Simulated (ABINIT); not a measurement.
**KHF2 (I4/mcm): RPA correlation energy against the basis**

How does the RPA correlation energy of KHF2 (I4/mcm) approach its basis limit?

Program: ABINIT 10.8.3. Level of theory: PBEsol and many-body steps on it, plane waves. Results are calculated unless marked as measured.

## 1. Starting point

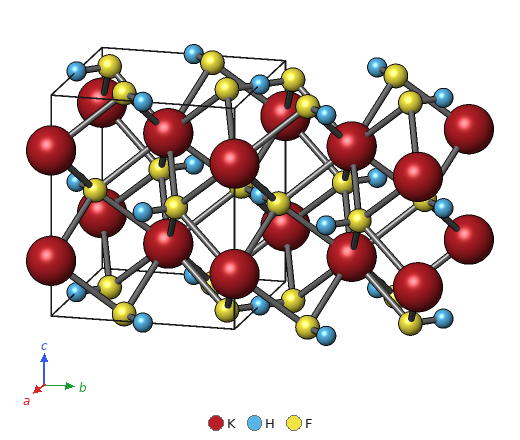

The cell as given, slightly off an axis (potassium red, hydrogen blue, fluorine yellow). 1×2×1 cells are drawn. This picture shows the conventional cell, with its axes. Some periodic images of atoms are drawn too.

Coordinates:

```cif
data_structure
_symmetry_space_group_name_H-M 'I4/mcm'
_symmetry_Int_Tables_number 140
_cell_length_a 5.6700
_cell_length_b 5.6700
_cell_length_c 6.8100
_cell_angle_alpha 90.000
_cell_angle_beta 90.000
_cell_angle_gamma 90.000
_cell_volume 218.93
loop_
_atom_site_label
_atom_site_type_symbol
_atom_site_symmetry_multiplicity
_atom_site_Wyckoff_symbol
_atom_site_fract_x
_atom_site_fract_y
_atom_site_fract_z
_atom_site_occupancy
K1 K 4 a 0.00000 0.00000 0.25000 1
H1 H 4 d 0.00000 0.50000 0.00000 1
F1 F 8 h 0.14080 0.64080 0.00000 1
```

The cell and positions come from the Crystallography Open Database and are kept as given unless a step says otherwise.

## 2. Empty states on the mesh, 2×2×2 mesh, 384 bands

This step: ABINIT 10.8.3; DFT, PBEsol, plane waves, norm-conserving pseudopotentials.

The sums over transitions need many empty states on a uniform mesh; this step solves for them.

File run.abi:

```
acell 3*1.0 Angstrom
rprim 
  -2.835000000000 2.835000000000 3.405000000000
  2.835000000000 -2.835000000000 3.405000000000
  2.835000000000 2.835000000000 -3.405000000000
ntypat 3
znucl 19 1 9
natom 8
typat 1 1 2 2 3 3 3 3
xred 
  0.250000000000 0.250000000000 -0.000000000000
  0.750000000000 0.750000000000 -0.000000000000
  0.500000000000 0.000000000000 0.500000000000
  0.000000000000 0.500000000000 0.500000000000
  0.640800000000 0.140800000000 0.781600000000
  0.140800000000 0.359200000000 0.500000000000
  0.359200000000 0.859200000000 0.218400000000
  0.859200000000 0.640800000000 0.500000000000
pp_dirpath "pseudos"
pseudos "K.upf, H.upf, F.upf"
ecut 36
ngkpt 2 2 2
nshiftk 1
shiftk 0 0 0
kptopt 1
chksymbreak 0
iscf -2
irdden 1
istwfk *1
nband 384
nbdbuf 34
tolwfr 1e-09
nstep 60
prtvol 0
indata_prefix "in"
outdata_prefix "out"
tmpdata_prefix "tmp"
```

On the command line:

```bash
OMP_NUM_THREADS=1 mpirun -n 4 abinit run.abi > log
```

Numbers of over 12 decimals in the logs are rounded to 6 here.

Log:

```text
.Version 10.8.3 of ABINIT. v10.8.2 released Aug 2026.

 Symmetries : space group I4/m c m (#140); Bravais tI (body-center tetrag.)
[... echo of the input left out ...]
== DATASET  1 ==================================================================
-   mpi_nproc: 4, omp_nthreads: 1 (-1 if OMP is not activated)

--- !DatasetInfo
iteration_state: {dtset: 1, }
dimensions: {natom: 8, nkpt: 4, mband: 384, nsppol: 1, nspinor: 1, nspden: 1, mpw: 7677, }
cutoff_energies: {ecut:  36.0, pawecutdg:  -1.0, }
electrons: {nelect:   4.80000000E+01, charge:   0.00000000E+00, occopt:   1.00000000E+00, tsmear:   1.00000000E-02, }

 Real(R)+Recip(G) space primitive vectors, cartesian coordinates (Bohr,Bohr^-1):
 R(1)= -5.3573736  5.3573736  6.4345175  G(1)=  0.0000000  0.0933293  0.0777059
 R(2)=  5.3573736 -5.3573736  6.4345175  G(2)=  0.0933293  0.0000000  0.0777059
 R(3)=  5.3573736  5.3573736 -6.4345175  G(3)=  0.0933293  0.0933293  0.0000000
 Unit cell volume ucvol=  7.3871996E+02 bohr^3
 Angles (23,13,12)=  1.14773599E+02  1.14773599E+02  9.93190826E+01 degrees

 getcut: wavevector=  0.0000  0.0000  0.0000  ngfft=  54  54  54
         ecut(hartree)=     36.000   => boxcut(ratio)=   2.01190

--- Pseudopotential description ------------------------------------------------
- K Generated using ONCVPSP code by D. R. Hamann
- 19.00000   9.00000  180301                  znucl, zion, pspdat
12 -116133 2 -1 2250                          pspcod,pspxc,lmax,lloc,mmax
     nproj     2     2     2
  pspatm : epsatm=    8.32504554
         --- l  ekb(1:nproj) -->
             0   10.921326    0.816676
             1    4.431000    0.560368
             2   -3.384038   -1.043186
 pspatm: atomic psp has been read  and splines computed

- H Generated using ONCVPSP code by D. R. Hamann
-  1.00000   1.00000  180301                  znucl, zion, pspdat
12 -116133 1 -1 1180                          pspcod,pspxc,lmax,lloc,mmax
     nproj     2     1     0
  pspatm : epsatm=    0.35585368
         --- l  ekb(1:nproj) -->
[...]
1   -0.494138
 pspatm: atomic psp has been read  and splines computed

- F Generated using ONCVPSP code by D. R. Hamann
-  9.00000   7.00000  180301                  znucl, zion, pspdat
12 -116133 2 -1 832                           pspcod,pspxc,lmax,lloc,mmax
     nproj     2     2     1
  pspatm : epsatm=    4.89824381
         --- l  ekb(1:nproj) -->
[...]
2   -2.394754
 pspatm: atomic psp has been read  and splines computed

--------------------------------------------------------------------------------

================================================================================
 prteigrs : about to open file out_EIG
 Non-SCF case, kpt    1 (  0.00000  0.00000  0.00000), residuals and eigenvalues=
  1.54E-10  1.36E-10  1.46E-10  1.73E-10  1.21E-10  1.26E-10  1.38E-10  1.87E-10
  1.57E-10  1.91E-10  1.88E-10  2.16E-10  2.24E-10  2.16E-10  3.49E-10  2.22E-10
  2.75E-10  2.66E-10  3.27E-10  3.75E-10  3.78E-10  3.09E-10  2.62E-10  3.00E-10
[...]
-9.8835E-01 -9.8422E-01 -8.0037E-01 -7.9447E-01 -7.5145E-01 -7.5145E-01
 -3.9704E-01 -3.8457E-01 -3.8457E-01 -3.8165E-01 -3.8165E-01 -3.7355E-01
 -2.2801E-01 -2.1272E-01 -9.5995E-02 -9.5995E-02 -9.2491E-02 -7.8828E-02
[...]
4.4706E+00  4.4864E+00  4.5079E+00  4.5154E+00  4.5208E+00  4.5346E+00
  4.5354E+00  4.5401E+00  4.5423E+00  4.5487E+00  4.5547E+00  4.5618E+00
 prteigrs : prtvol=0 or 1, do not print more k-points.

--- !ResultsGS
iteration_state: {dtset: 1, }
comment   : Summary of ground state results
lattice_vectors:
- [ -5.3573736,   5.3573736,   6.4345175, ]
- [  5.3573736,  -5.3573736,   6.4345175, ]
- [  5.3573736,   5.3573736,  -6.4345175, ]
lattice_lengths: [   9.94012,    9.94012,    9.94012, ]
lattice_angles: [114.774, 114.774,  99.319, ] # degrees, (23, 13, 12)
lattice_volume:   7.3871996E+02
convergence: {deltae:  0.000E+00, res2:  0.000E+00, residm:  9.761E-10, diffor:  0.000E+00, }
etotal    :  -1.59717337E+02
entropy   :   0.00000000E+00
fermie    :  -5.30319518E-02
cartesian_stress_tensor: null
pressure_GPa: null
xred      :
- [  2.5000E-01,   2.5000E-01,   1.4885E-18,  K]
- [  7.5000E-01,   7.5000E-01,   4.4655E-18,  K]
- [  5.0000E-01,   1.6299E-17,   5.0000E-01,  H]
- [  1.6299E-17,   5.0000E-01,   5.0000E-01,  H]
- [  6.4080E-01,   1.4080E-01,   7.8160E-01,  F]
- [  1.4080E-01,   3.5920E-01,   5.0000E-01,  F]
- [  3.5920E-01,   8.5920E-01,   2.1840E-01,  F]
- [  8.5920E-01,   6.4080E-01,   5.0000E-01,  F]
cartesian_forces: null
force_length_stats: {min: null, max: null, mean: null, }

 Integrated electronic density in atomic spheres:
 ------------------------------------------------
 Atom  Sphere_radius  Integrated_density
[...]
================================================================================

 ----iterations are completed or convergence reached----

 Mean square residual over all n,k,spin=   33.485E-11; max=  97.605E-11
 reduced coordinates (array xred) for    8 atoms
[...]
0.359200000000      0.859200000000      0.218400000000
       0.859200000000      0.640800000000      0.500000000000

 cartesian coordinates (angstrom) at end:
    1     -0.000000     0.000000     1.702500
    2      0.000000    -0.000000     5.107500
    3      0.000000     2.835000     0.000000
[...]
7      2.036664    -0.798336     3.405000
    8      0.798336     2.036664     3.405000
 length scales=  1.889726125908  1.889726125908  1.889726125908 bohr
              =  1.000000000000  1.000000000000  1.000000000000 angstroms
 prteigrs : about to open file out_EIG
 Eigenvalues (hartree) for nkpt=   4  k points:
 kpt#   1, nband=384, wtk=  0.12500, kpt=  0.0000  0.0000  0.0000 (reduced coord)
[...]
4.44680    4.44680    4.45045    4.45626    4.47061    4.48643    4.50785    4.51537
   4.52077    4.53459    4.53545    4.54008    4.54234    4.54866    4.55467    4.56176
 prteigrs : prtvol=0 or 1, do not print more k-points.

== END DATASET(S) ==============================================================
================================================================================

 -outvars: echo values of variables after computation  --------
            nband         384
             nkpt           4
          spgroup         140
 [... the other variables as echoed above ...]

 Calculation completed.
```

The job ended after 3.4 min (4 MPI ranks of Arm Neoverse V1, shared host; peak memory 0.53 GiB; 14 min of CPU time).

Numbers from this step:

| Quantity | Value |
| --- | --- |
| gap | 7.017 eV |
| k of the valence top | 0.5, 0.5, 0.5 |
| k of the conduction bottom | 0, 0, 0 |
| least direct gap | 7.072 eV |
| k points computed | 4 |
| lowest point of the top converged band, above the valence top | 115.8791 eV |

On this mesh the gap is 7.017 eV.

The density comes from a self-consistent run that is not shown.

## 3. RPA energy: 2×2×2 mesh, 77 bands, screening to 43.5 eV

The RPA dielectric matrix is built and inverted for each q.

This step: RPA screening on PBEsol, plane waves, norm-conserving pseudopotentials.

run.abi, as its differences from that of step 2:

```diff
@@ -26,10 +26,15 @@
 chksymbreak 0
-iscf -2
-irdden 1
 istwfk *1
-nband 384
-nbdbuf 34
-tolwfr 1e-09
-nstep 60
-prtvol 0
+occopt 1
+irdwfk 1
+optdriver 3
+nband 77
+ecuteps 1.6
+inclvkb 2
+awtr 1
+symchi 1
+gwcalctyp 1
+nfreqre 0
+nfreqim 8
+gwrpacorr 1
 indata_prefix "in"
```

Log:

```text
.Version 10.8.3 of ABINIT. v10.8.2 released Aug 2026.

 Symmetries : space group I4/m c m (#140); Bravais tI (body-center tetrag.)
[... echo of the input left out ...]
== DATASET  1 ==================================================================
-   mpi_nproc: 4, omp_nthreads: 1 (-1 if OMP is not activated)

--- !DatasetInfo
iteration_state: {dtset: 1, }
dimensions: {natom: 8, nkpt: 4, mband: 77, nsppol: 1, nspinor: 1, nspden: 1, mpw: 7677, }
cutoff_energies: {ecut:  36.0, pawecutdg:  -1.0, }
electrons: {nelect:   4.80000000E+01, charge:   0.00000000E+00, occopt:   1.00000000E+00, tsmear:   1.00000000E-02, }

 SCREENING: Calculation of the susceptibility and dielectric matrices

 Based on a program developped by R.W. Godby, V. Olevano, G. Onida, and L. Reining.
 Incorporated in ABINIT by V. Olevano, G.-M. Rignanese, and M. Torrent.
.Using double precision arithmetic ; gwpc =  8

[... cell and pseudopotentials left out ...]
--------------------------------------------------------------------------------

 ==== K-mesh for the wavefunctions ====
 Number of points in the irreducible wedge :     4
[... list of points left out ...]
 Together with 16 symmetry operations and time-reversal symmetry
 yields     8 points in the full Brillouin Zone.

 ==== Q-mesh for the screening function ====
 Number of points in the irreducible wedge :     4
[... list of points left out ...]
 Together with 16 symmetry operations and time-reversal symmetry
 yields     8 points in the full Brillouin Zone.

 setmesh: FFT mesh size selected  =    36x   36x   36
          total number of points  =        46656

 vcoul_init : cutoff-mode = AUXILIARY_FUNCTION
 q-points for optical limit:   1
     1)      0.000010    0.000020    0.000030

- screening: taking advantage of time-reversal symmetry
- Maximum band index for partially occupied states nbvw = 24
- Remaining bands to be divided among processors   nbcw = 53
- Number of bands treated by each node ~13

 Number of electrons calculated from density =   48.0000; Expected =   48.0000
 average of density, n =  0.064977
 r_s =    1.5431
 omega_plasma =   24.5887 [eV]

 calculating chi0 at frequencies [eV] :
  1    0.000000E+00    0.000000E+00
  2    0.000000E+00    1.343289E+03
  3    0.000000E+00    2.404413E+02
[...]
8    0.000000E+00    3.079585E+00
  9    0.000000E+00    5.512287E-01

--------------------------------------------------------------------------------
  q-point number  1        q = ( 0.000000, 0.000000, 0.000000) [r.l.u.]
--------------------------------------------------------------------------------
[... chi0 elements left out ...]
  [... further frequencies ...]

 For q-point:  0.000010 0.000020 0.000030
  dielectric constant =   1.8494
  dielectric constant without local fields =   1.9775

  Average fulfillment of the sum rule on Im[epsilon] for q-point    1 :     36.97  [%]
[... wings left out ...]
  q-point number  2        q = ( 0.500000, 0.000000, 0.000000) [r.l.u.]
--------------------------------------------------------------------------------
[... chi0 elements left out ...]
  [... further frequencies ...]

  Average fulfillment of the sum rule on Im[epsilon] for q-point    2 :     42.81  [%]

 [... 2 further q-points ...]
```

The job ended after 16 s (4 MPI ranks; peak memory 0.94 GiB).

This step gave:

```
ε∞ with local fields, on this mesh, along the program's q direction : 1.849
the same without local fields                                       : 1.978
plasma frequency                                                    : 24.59 eV
plane waves in the screening matrix                                 : 63
RPA correlation energy                                              : -10.41 eV
```

Local fields lower ε∞ by 6 %. On a Γ-centred mesh this coarse the value itself is usually too large, while a short band sum pulls it down.

## 4. RPA energy: 2×2×2 mesh, 139 bands, screening to 70.7 eV

run.abi, as its differences from that of step 3:

```diff
@@ -30,4 +30,4 @@
 optdriver 3
-nband 77
-ecuteps 1.6
+nband 139
+ecuteps 2.6
 inclvkb 2
```

Log:

```text
.Version 10.8.3 of ABINIT. v10.8.2 released Aug 2026.

 Symmetries : space group I4/m c m (#140); Bravais tI (body-center tetrag.)
[... echo of the input left out ...]
== DATASET  1 ==================================================================
-   mpi_nproc: 4, omp_nthreads: 1 (-1 if OMP is not activated)

--- !DatasetInfo
iteration_state: {dtset: 1, }
dimensions: {natom: 8, nkpt: 4, mband: 139, nsppol: 1, nspinor: 1, nspden: 1, mpw: 7677, }
cutoff_energies: {ecut:  36.0, pawecutdg:  -1.0, }
electrons: {nelect:   4.80000000E+01, charge:   0.00000000E+00, occopt:   1.00000000E+00, tsmear:   1.00000000E-02, }

 SCREENING: Calculation of the susceptibility and dielectric matrices

 Based on a program developped by R.W. Godby, V. Olevano, G. Onida, and L. Reining.
 Incorporated in ABINIT by V. Olevano, G.-M. Rignanese, and M. Torrent.
.Using double precision arithmetic ; gwpc =  8

[... cell and pseudopotentials left out ...]
--------------------------------------------------------------------------------

 ==== K-mesh for the wavefunctions ====
 Number of points in the irreducible wedge :     4
[...]
- Number of bands treated by each node ~28

 Number of electrons calculated from density =   48.0000; Expected =   48.0000
 average of density, n =  0.064977
 r_s =    1.5431
 omega_plasma =   24.5887 [eV]

 calculating chi0 at frequencies [eV] :
  1    0.000000E+00    0.000000E+00
  2    0.000000E+00    1.343289E+03
  3    0.000000E+00    2.404413E+02
[...]
8    0.000000E+00    3.079585E+00
  9    0.000000E+00    5.512287E-01

--------------------------------------------------------------------------------
  q-point number  1        q = ( 0.000000, 0.000000, 0.000000) [r.l.u.]
--------------------------------------------------------------------------------
[... chi0 elements left out ...]
  [... further frequencies ...]

 For q-point:  0.000010 0.000020 0.000030
  dielectric constant =   1.8551
  dielectric constant without local fields =   2.0128

  Average fulfillment of the sum rule on Im[epsilon] for q-point    1 :     52.83  [%]
[... wings left out ...]
  q-point number  2        q = ( 0.500000, 0.000000, 0.000000) [r.l.u.]
--------------------------------------------------------------------------------
[... chi0 elements left out ...]
  [... further frequencies ...]

  Average fulfillment of the sum rule on Im[epsilon] for q-point    2 :     57.46  [%]

 [... 2 further q-points ...]
```

The job ended after 65 s (4 MPI ranks; peak memory 3.5 GiB).

Numbers from this step:

```
ε∞ with local fields, on this mesh, along the program's q direction : 1.855
the same without local fields                                       : 2.013
plasma frequency                                                    : 24.59 eV
plane waves in the screening matrix                                 : 153
RPA correlation energy                                              : -22.47 eV
```

(Continued in part 2 of 2.)

[Paths, hosts, dates, memory and timing lines, banners, echoed tables and standing remarks are left out of the program output.]

[Logs are printed without paths, hosts, clocks, repeated set-up lines and the standing remarks that a program may print on its own settings, such as how far it seeks lower states.]

[Runs of the session that timed out or met a known fault of the program may be left out.]

[Hosts, paths, dates, database ids (printed as entryN), source tags and the programs' standing remarks are cut or masked in the printed files.]

[G0W0 gaps are taken among the corrected bands and points alone; a level outside them can change the order at an edge.]

[Where Ansatz stands beside ABINIT at settings called matched, ABINIT's density can come from a denser mesh and the files from another edition; pairs whose starting gaps differed by over 0.03 eV were left out, so agreement reads better than it is.]
